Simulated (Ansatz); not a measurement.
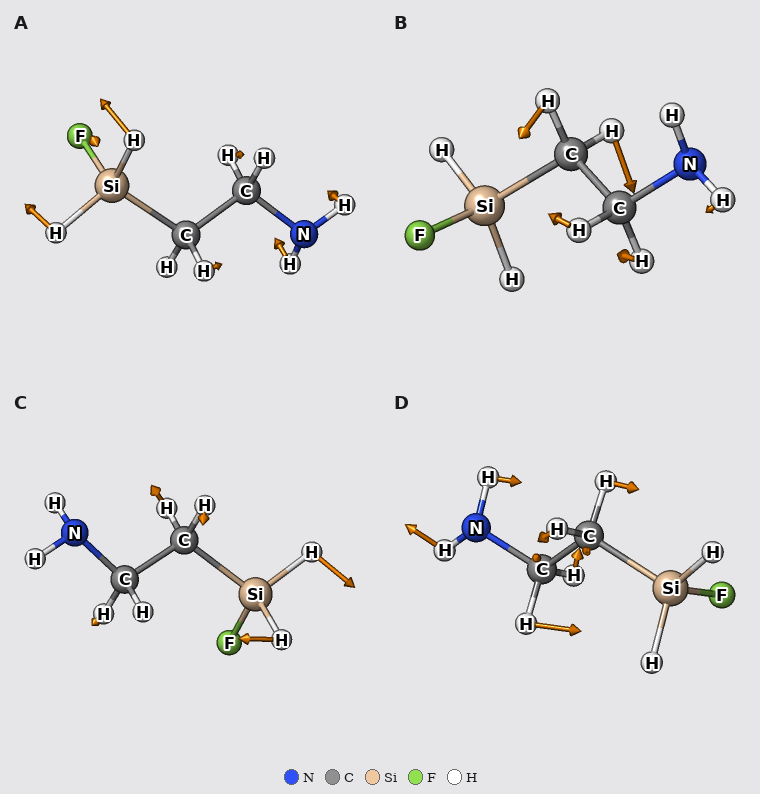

4 normal modes of one molecule or complex, as arrows. Harmonic vibrations computed with RKS PBE0-D4/def2-TZVP (Ansatz 0.2.0) at a stationary point of the same level.

### Match the panels to the wavenumbers 576 cm⁻¹, 859 cm⁻¹, 1148 cm⁻¹, 1440 cm⁻¹.

A: 859 cm⁻¹
B: 1440 cm⁻¹, angle bending
C: 576 cm⁻¹, C–Si–H bending
D: 1148 cm⁻¹
